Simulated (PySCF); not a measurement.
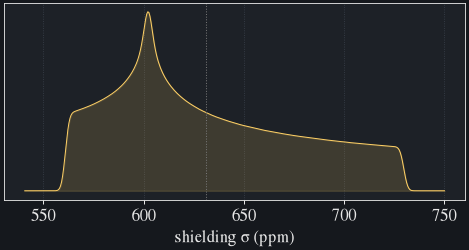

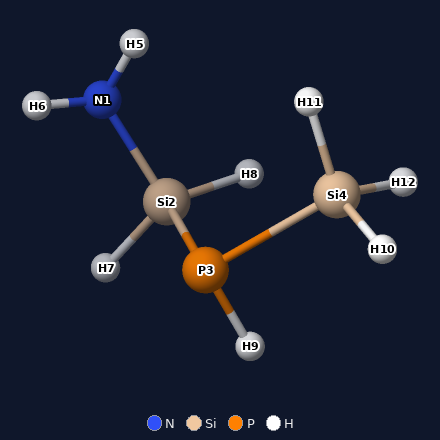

Static powder pattern (³¹P) from GIAO shielding tensors of Si₂PNH₈, SMILES N[SiH2]P[SiH3], PBE0/pcSseg-1 with PySCF, at a GFN2-xTB geometry (no frequency check); absolute shielding, one fixed geometry of the isolated molecule without any motion, no dipolar terms. The dotted line is the isotropic value; skew is 3(σiso − σ22)/span.

Q: The pattern belongs to P3. Give the principal values, span and skew.

A: P3: σ11, σ22, σ33 = 561, 602, 730 ppm, isotropic 631, span 169 ppm, skew 0.51.

Note: the tight-binding geometry is rougher than a DFT one and adds to the error; one conformer of a flexible molecule.
